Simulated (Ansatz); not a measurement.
# CF₂ (triplet): one geometry, many settings at a displaced geometry (v2)

What do other methods and options give for CF₂ (triplet) at this geometry, and how long do they take?

Computed with Ansatz 0.2.0, Gaussian basis. Level: the settings change from run to run.

25 further runs of the same task are left out: 10 that didn't finish, 15 set aside as unsound or not needed.

## 1. What is computed

The geometry is a PBE0/def2-TZVP stationary point (not a proven minimum) with its atoms shifted at random (size 0.100 Å).

3 atoms, charge 0, spin multiplicity 3.

Atoms are counted from 1 here; the program's logs count them from 0.

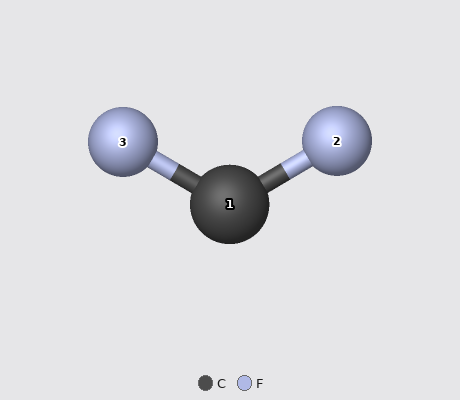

The structure; carbon dark grey, fluorine light blue; atoms are numbered from 1 in the order of the file.

## 2. BCCD(T) on ROHF/STO-3G

in.yaml

```yaml
crystal:
  periodic: [false, false, false]
  atoms:
    - {symbol: C, position_ang: [0.096166, -0.494952, -0.005701]}
    - {symbol: F, position_ang: [-0.068708, 0.172665, -1.124474]}
    - {symbol: F, position_ang: [0.007912, 0.140241, 1.128078]}
basis:
  gaussian: {orbitals: STO-3G}
magnetization: {spin_polarized: false, initial_magnetization: 2}
correlation: {method: bccd_t, electrons: outside_noble_gas}
output: {forces: true}
```

Launch:

```
$ ansatz run in.yaml --threads 1 --pin off --events-out ev --progress --plain --max-ram 2393MiB
```

The log of the run, cut to the lines that bear on the results:

```text
Functional definition: HF
  name "HF"
  cite "Fock, Z. Phys. 61, 126 (1930) doi:10.1007/BF01340294"
  parent pbe
[...]
211 factors; integrals over basis functions are off by at most 2.3e-5 eV
[...]
mean field -6350.10100703 eV, -233.3619077553 hartree, gradient 1.7e-6 eV, S^2 2.000000; 0 other end points of the search recorded, 0 dependent functions left out
3 core orbitals not correlated: weight in the atoms' cores, before any rotation towards them, 1.000 or more for the frozen orbitals, at most 0.000 for the correlated occupied ones
reference -6350.10100703 eV, -233.3619077553 hartree; 10, 8 occupied and 2, 4 virtual orbitals, 211 factors
second order -1.69008454 eV of doubles, -0.01904880 eV of singles
cycle   1  -1.98679734 eV  change   -2.8e-1 eV  update   6.8e-2
[...]
cycle  11  -2.17219704 eV  change   -8.3e-7 eV  update   3.0e-6
perturbative correction -0.13266497 eV, -0.0048753476 hartree
[...]
Total energy: -6352.40586904 eV, -233.4466098717 hartree
Atom 0 at     0.096166    -0.494952    -0.005701 Å, force     0.680013    -3.595695    -0.637581 eV/Å
Atom 1 at    -0.068708     0.172665    -1.124474 Å, force    -0.425869     1.675981    -3.192061 eV/Å
Atom 2 at     0.007912     0.140241     1.128078 Å, force    -0.254145     1.919714     3.829643 eV/Å
Dipole moment:     0.003418    -0.016837     0.004510 e Å
```

It took 0.36 s on 1 thread of Arm Neoverse V2, shared host.

From the report: correlation -2.3049 eV; largest double amplitude 0.04.

## 3. HF/6-31G*

in.yaml, as its differences from that of step 2:

```diff
@@ -7,5 +7,6 @@
 basis:
-  gaussian: {orbitals: STO-3G}
+  gaussian: {orbitals: "6-31G*"}
 magnetization: {spin_polarized: false, initial_magnetization: 2}
-correlation: {method: bccd_t, electrons: outside_noble_gas}
-output: {forces: true}
+hamiltonian: {xc: hf}
+accuracy: high
+output: {forces: true, orbitals: {seedname: orbitals}}
```

Launched as before.

The log of the run, cut to the lines that bear on the results:

```text
Functional definition: HF
  name "HF"
  cite "Fock, Z. Phys. 61, 126 (1930) doi:10.1007/BF01340294"
  parent pbe
[...]
857 factors; integrals over basis functions are off by at most 2.7e-9 eV
[...]
mean field -6438.35310307 eV, -236.6051124654 hartree, gradient 8.9e-8 eV, S^2 2.000000; 0 other end points of the search recorded, 0 dependent functions left out
[...]
reference -6438.35310307 eV, -236.6051124654 hartree; 13, 11 occupied and 32, 34 virtual orbitals, 857 factors
Total energy: -6438.35310307 eV, -236.6051124654 hartree
Atom 0 at     0.096166    -0.494952    -0.005701 Å, force    -0.033248     0.106208    -0.402857 eV/Å
Atom 1 at    -0.068708     0.172665    -1.124474 Å, force     0.046675    -0.173049     0.416184 eV/Å
Atom 2 at     0.007912     0.140241     1.128078 Å, force    -0.013427     0.066841    -0.013328 eV/Å
Dipole moment:     0.036909    -0.188591     0.006381 e Å
```

It took 0.57 s on 1 thread of Arm Neoverse V2, shared host.

## 4. CASSCF(4,3)/6-31G

in.yaml

```yaml
crystal:
  periodic: [false, false, false]
  atoms:
    - {symbol: C, position_ang: [0.096166, -0.494952, -0.005701]}
    - {symbol: F, position_ang: [-0.068708, 0.172665, -1.124474]}
    - {symbol: F, position_ang: [0.007912, 0.140241, 1.128078]}
basis:
  gaussian: {orbitals: 6-31G}
magnetization: {spin_polarized: false, initial_magnetization: 2}
hamiltonian: {pseudopotentials: {relativity: none}}
correlation: {active_space: {window: {electrons: 4, orbitals: 3}, states: [{multiplicity: 3, weights: [0.5, 1, 1]}]}}
scf: {lower_state_search: off}
```

The command is unchanged.

The log of the run, cut to the lines that bear on the results:

```text
Functional definition: HF
  name "HF"
  cite "Fock, Z. Phys. 61, 126 (1930) doi:10.1007/BF01340294"
  parent pbe
[...]
521 factors; integrals over basis functions are off by at most 2.6e-8 eV
[...]
mean field -6436.35013862 eV, -236.5315048795 hartree, gradient 2.6e-6 eV, S^2 2.000000; 0 other end points of the search recorded, 0 dependent functions left out
reference -6436.35013862 eV, -236.5315048795 hartree; 13, 11 occupied and 14, 16 virtual orbitals, 521 factors
state -6433.98951251 eV, -236.4447534698 hartree
state -6428.36758959 eV, -236.2381516134 hartree
state -6425.07677651 eV, -236.1172164634 hartree
Total energy: -6428.17564894 eV, -236.2310979247 hartree
Checks for a lower state left out: stability, starts, cluster_reference, orbital_swaps, neighbouring_geometries, increment
```

Run time: 0.18 s. Hardware: 1 thread of Arm Neoverse V2, shared host.

From the report: 9 determinants; active occupations (of the averaged states) 1.40, 1.40, 1.20.

## 5. CCSD on UHF/cc-pVDZ

in.yaml

```yaml
crystal:
  periodic: [false, false, false]
  atoms:
    - {symbol: C, position_ang: [0.096166, -0.494952, -0.005701]}
    - {symbol: F, position_ang: [-0.068708, 0.172665, -1.124474]}
    - {symbol: F, position_ang: [0.007912, 0.140241, 1.128078]}
basis:
  gaussian: {orbitals: cc-pVDZ}
magnetization: {spin_polarized: true, initial_magnetization: 2}
correlation: {method: ccsd, electrons: valence}
scf: {lower_state_search: off}
output: {forces: true}
```

Same command.

The log of the run, cut to the lines that bear on the results:

```text
Functional definition: HF
  name "HF"
  cite "Fock, Z. Phys. 61, 126 (1930) doi:10.1007/BF01340294"
  parent pbe
[...]
391 factors; integrals over basis functions are off by at most 8.9e-4 eV
[...]
mean field -6438.80650352 eV, -236.6217746244 hartree, gradient 1.5e-6 eV, S^2 2.007089; 0 other end points of the search recorded, 0 dependent functions left out
3 core orbitals not correlated: weight in the atoms' cores, before any rotation towards them, 1.000 or more for the frozen orbitals, at most 0.000 for the correlated occupied ones
reference -6438.80650352 eV, -236.6217746244 hartree; 10, 8 occupied and 29, 31 virtual orbitals, 391 factors
second order -12.29810682 eV of doubles, -0.00000000 eV of singles
cycle   1  -12.27471199 eV  change    2.3e-2 eV  update   8.1e-2
[...]
cycle  11  -12.63872746 eV  change   -8.4e-6 eV  update   3.6e-6
[...]
Total energy: -6451.44523098 eV, -237.0862392919 hartree
Atom 0 at     0.096166    -0.494952    -0.005701 Å, force     0.123922    -0.701678    -0.405653 eV/Å
Atom 1 at    -0.068708     0.172665    -1.124474 Å, force    -0.066978     0.247460    -0.602596 eV/Å
Atom 2 at     0.007912     0.140241     1.128078 Å, force    -0.056945     0.454218     1.008249 eV/Å
Dipole moment:     0.019580    -0.099351     0.007708 e Å
Checks for a lower state left out: starts, cluster_reference, orbital_swaps, neighbouring_geometries, increment
```

It took 2.3 s on 1 thread of Arm Neoverse V2, shared host.

From the report: ⟨S²⟩ of the determinant 2.007 (pure triplet: 2.00); correlation -12.6387 eV; T1 0.018; largest double amplitude 0.02.

## 6. CCSD on UHF/cc-pVDZ

in.yaml, as its differences from that of step 5:

```diff
@@ -9,3 +9,3 @@
 magnetization: {spin_polarized: true, initial_magnetization: 2}
-correlation: {method: ccsd, electrons: valence}
+correlation: {method: ccsd, electrons: valence, diis_vectors: 12}
 scf: {lower_state_search: off}
```

Launched as before.

The log of the run, cut to the lines that bear on the results:

```text
Functional definition: HF
  name "HF"
  cite "Fock, Z. Phys. 61, 126 (1930) doi:10.1007/BF01340294"
  parent pbe
[...]
391 factors; integrals over basis functions are off by at most 8.9e-4 eV
[...]
mean field -6438.80650352 eV, -236.6217746244 hartree, gradient 1.5e-6 eV, S^2 2.007089; 0 other end points of the search recorded, 0 dependent functions left out
3 core orbitals not correlated: weight in the atoms' cores, before any rotation towards them, 1.000 or more for the frozen orbitals, at most 0.000 for the correlated occupied ones
reference -6438.80650352 eV, -236.6217746244 hartree; 10, 8 occupied and 29, 31 virtual orbitals, 391 factors
second order -12.29810682 eV of doubles, -0.00000000 eV of singles
cycle   1  -12.27471199 eV  change    2.3e-2 eV  update   8.1e-2
[...]
cycle  11  -12.63872751 eV  change   -1.3e-7 eV  update   3.1e-6
[...]
Total energy: -6451.44523102 eV, -237.0862392935 hartree
Atom 0 at     0.096166    -0.494952    -0.005701 Å, force     0.123922    -0.701678    -0.405653 eV/Å
Atom 1 at    -0.068708     0.172665    -1.124474 Å, force    -0.066978     0.247460    -0.602596 eV/Å
Atom 2 at     0.007912     0.140241     1.128078 Å, force    -0.056945     0.454218     1.008249 eV/Å
Dipole moment:     0.019580    -0.099351     0.007708 e Å
Checks for a lower state left out: starts, cluster_reference, orbital_swaps, neighbouring_geometries, increment
```

It took 2.3 s on 1 thread of Arm Neoverse V2, shared host.

From the report: ⟨S²⟩ of the determinant 2.007 (pure triplet: 2.00); correlation -12.6387 eV; T1 0.018; largest double amplitude 0.02.

## 7. BCCD on UHF/cc-pVDZ

in.yaml, as its differences from that of step 6:

```diff
@@ -9,4 +9,3 @@
 magnetization: {spin_polarized: true, initial_magnetization: 2}
-correlation: {method: ccsd, electrons: valence, diis_vectors: 12}
-scf: {lower_state_search: off}
+correlation: {method: bccd, electrons: all}
 output: {forces: true}
```

The command is unchanged.

The log of the run, cut to the lines that bear on the results:

```text
Functional definition: HF
  name "HF"
  cite "Fock, Z. Phys. 61, 126 (1930) doi:10.1007/BF01340294"
  parent pbe
[...]
391 factors; integrals over basis functions are off by at most 8.9e-4 eV
[...]
mean field -6438.80650352 eV, -236.6217746244 hartree, gradient 1.5e-6 eV, S^2 2.007089; 0 other end points of the search recorded, 0 dependent functions left out
reference -6438.80650352 eV, -236.6217746244 hartree; 13, 11 occupied and 29, 31 virtual orbitals, 391 factors
second order -12.46269159 eV of doubles, -0.00000000 eV of singles
cycle   1  -12.42718662 eV  change    3.6e-2 eV  update   8.1e-2
[...]
cycle  12  -12.74853244 eV  change   -3.0e-6 eV  update   2.0e-6
[...]
Total energy: -6451.55503595 eV, -237.0902745503 hartree
Atom 0 at     0.096166    -0.494952    -0.005701 Å, force     0.106372    -0.611070    -0.402861 eV/Å
Atom 1 at    -0.068708     0.172665    -1.124474 Å, force    -0.055534     0.201491    -0.522626 eV/Å
Atom 2 at     0.007912     0.140241     1.128078 Å, force    -0.050839     0.409579     0.925487 eV/Å
Dipole moment:     0.020273    -0.102916     0.007694 e Å
```

Wall time 5.5 s (1 thread of Arm Neoverse V2, shared host).

From the report: ⟨S²⟩ of the determinant 2.007 (pure triplet: 2.00); correlation -12.7485 eV; largest double amplitude 0.02.

## 8. CASSCF(4,4)/cc-pVDZ

in.yaml

```yaml
crystal:
  periodic: [false, false, false]
  atoms:
    - {symbol: C, position_ang: [0.096166, -0.494952, -0.005701]}
    - {symbol: F, position_ang: [-0.068708, 0.172665, -1.124474]}
    - {symbol: F, position_ang: [0.007912, 0.140241, 1.128078]}
basis:
  gaussian: {orbitals: cc-pVDZ, fitting: {mean_field: def2-universal-jkfit}}
magnetization: {spin_polarized: false, initial_magnetization: 2}
correlation: {active_space: {window: {electrons: 4, orbitals: 4}, states: [{multiplicity: 3, weights: [0.5, 1, 0.5, 1]}, {multiplicity: 5, weights: [1]}]}}
accuracy: high
scf: {lower_state_search: full}
output: {forces: true}
```

The command is unchanged.

The log of the run, cut to the lines that bear on the results:

```text
Functional definition: HF
  name "HF"
  cite "Fock, Z. Phys. 61, 126 (1930) doi:10.1007/BF01340294"
  parent pbe
[...]
229 factors; integrals over basis functions are off by at most 1.8e-1 eV
[...]
mean field -6438.70065430 eV, -236.6178847376 hartree, gradient 9.9e-9 eV, S^2 2.000000; 8 other end points of the search recorded, 0 dependent functions left out
reference -6438.70065430 eV, -236.6178847376 hartree; 13, 11 occupied and 29, 31 virtual orbitals, 229 factors
state -6436.96592226 eV, -236.5541345107 hartree
state -6431.04013354 eV, -236.3363657920 hartree
state -6429.16428699 eV, -236.2674297030 hartree
state -6426.65255860 eV, -236.1751253871 hartree
state -6425.11380501 eV, -236.1185772354 hartree
[...]
Total energy: -6428.96790044 eV, -236.2602126303 hartree
Atom 0 at     0.096166    -0.494952    -0.005701 Å, force     2.000499    -8.411757    11.633735 eV/Å
Atom 1 at    -0.068708     0.172665    -1.124474 Å, force    -1.933504     7.713700   -13.840661 eV/Å
Atom 2 at     0.007912     0.140241     1.128078 Å, force    -0.066995     0.698057     2.206926 eV/Å
Dipole moment:    -0.039714     0.129339    -0.465750 e Å
```

Run time: 2.2 s. Hardware: 1 thread of Arm Neoverse V2, shared host.

From the report: 36 determinants; active occupations (of the averaged states) 1.29, 1.23, 1.03, 0.44.

## 9. MP2 on ROHF/cc-pVDZ

in.yaml

```yaml
crystal:
  periodic: [false, false, false]
  atoms:
    - {symbol: C, position_ang: [0.096166, -0.494952, -0.005701]}
    - {symbol: F, position_ang: [-0.068708, 0.172665, -1.124474]}
    - {symbol: F, position_ang: [0.007912, 0.140241, 1.128078]}
basis:
  gaussian: {orbitals: cc-pVDZ}
magnetization: {spin_polarized: false, initial_magnetization: 2}
correlation: {method: mp2, electrons: valence}
output: {forces: true}
```

Launched as before.

The log of the run, cut to the lines that bear on the results:

```text
Functional definition: HF
  name "HF"
  cite "Fock, Z. Phys. 61, 126 (1930) doi:10.1007/BF01340294"
  parent pbe
[...]
391 factors; integrals over basis functions are off by at most 8.9e-4 eV
[...]
mean field -6438.70299941 eV, -236.6179709187 hartree, gradient 1.8e-6 eV, S^2 2.000000; 0 other end points of the search recorded, 0 dependent functions left out
[...]
3 core orbitals not correlated: weight in the atoms' cores, before any rotation towards them, 1.000 or more for the frozen orbitals, at most 0.000 for the correlated occupied ones
reference -6438.70299941 eV, -236.6179709187 hartree; 10, 8 occupied and 29, 31 virtual orbitals, 391 factors
second order -12.32956390 eV of doubles, -0.06730635 eV of singles
[...]
Total energy: -6451.09986967 eV, -237.0735474977 hartree
Atom 0 at     0.096166    -0.494952    -0.005701 Å, force     0.117211    -0.666629    -0.402095 eV/Å
Atom 1 at    -0.068708     0.172665    -1.124474 Å, force    -0.064110     0.230980    -0.613498 eV/Å
Atom 2 at     0.007912     0.140241     1.128078 Å, force    -0.053101     0.435649     1.015593 eV/Å
Dipole moment:     0.019728    -0.100070     0.007979 e Å
```

It took 0.42 s on 1 thread of Arm Neoverse V2, shared host.

## 10. MP2 on ROHF/cc-pVDZ

in.yaml, as its differences from that of step 9:

```diff
@@ -9,3 +9,2 @@
 magnetization: {spin_polarized: false, initial_magnetization: 2}
-correlation: {method: mp2, electrons: valence}
-output: {forces: true}
+correlation: {method: mp2, electrons: all}
```

The command is unchanged.

The log of the run:

```text
Functional definition: HF
  name "HF"
  cite "Fock, Z. Phys. 61, 126 (1930) doi:10.1007/BF01340294"
  parent pbe
  exchange = exact_x
  correlation = 0
391 factors; integrals over basis functions are off by at most 8.9e-4 eV
mean field evaluation 1: about -6436.7558 eV, gradient 2.4e1 eV
mean field evaluation 2: about -6436.7610 eV, gradient 2.4e1 eV
mean field evaluation 4: about -6438.6394 eV, gradient 4.2e0 eV
mean field evaluation 8: about -6438.7030 eV, gradient 1.9e-4 eV
mean field -6438.70299941 eV, -236.6179709187 hartree, gradient 1.8e-6 eV, S^2 2.000000; 0 other end points of the search recorded, 0 dependent functions left out
mean field evaluation 16: about -6438.6529 eV, gradient 3.5e0 eV
reference -6438.70299941 eV, -236.6179709187 hartree; 13, 11 occupied and 29, 31 virtual orbitals, 391 factors
second order -12.49442661 eV of doubles, -0.06798204 eV of singles
Total energy: -6451.26540805 eV, -237.0796309213 hartree
```

It took 0.21 s on 1 thread of Arm Neoverse V2, shared host.

## 11. The runs in one table

Where basis and cores are those of an earlier UCCSDT(Q)/cc-pVDZ run (-6451.7377 eV), and the state is the same kind, the miss against it is given.

```
                                       level         correlated  functions  energy (eV)  from UCCSDT(Q) (meV)    time
                      BCCD(T) on ROHF/STO-3G  outside noble gas         15   -6352.4059                        0.36 s
                                   HF/6-31G*                            45   -6438.3531                        0.57 s
  CASSCF(4,3)/6-31G (mean of several states)                            27   -6428.1756                        0.18 s
                         CCSD on UHF/cc-pVDZ            valence         42   -6451.4452                 292.5   2.3 s
                         CCSD on UHF/cc-pVDZ            valence         42   -6451.4452                 292.5   2.3 s
                         BCCD on UHF/cc-pVDZ                all         42   -6451.5550                         5.5 s
CASSCF(4,4)/cc-pVDZ (mean of several states)                            42   -6428.9679                         2.2 s
                         MP2 on ROHF/cc-pVDZ            valence         42   -6451.0999                 637.9  0.42 s
                         MP2 on ROHF/cc-pVDZ                all         42   -6451.2654                        0.21 s
```

## 12. Results

```
quantity                                               value
    runs                                                   9
quickest  CASSCF(4,3)/6-31G (mean of several states), 0.18 s
 slowest                          BCCD on UHF/cc-pVDZ, 5.5 s
```

**Reading.** Total energies in different bases, with other cores or another treatment of relativity can't be set against each other. BCCD on UHF/cc-pVDZ took 31 times as long as CASSCF(4,3)/6-31G (mean of several states); the jobs differ in more than the method. Among the correlated runs with a miss given, it spans +293 to +638 meV.
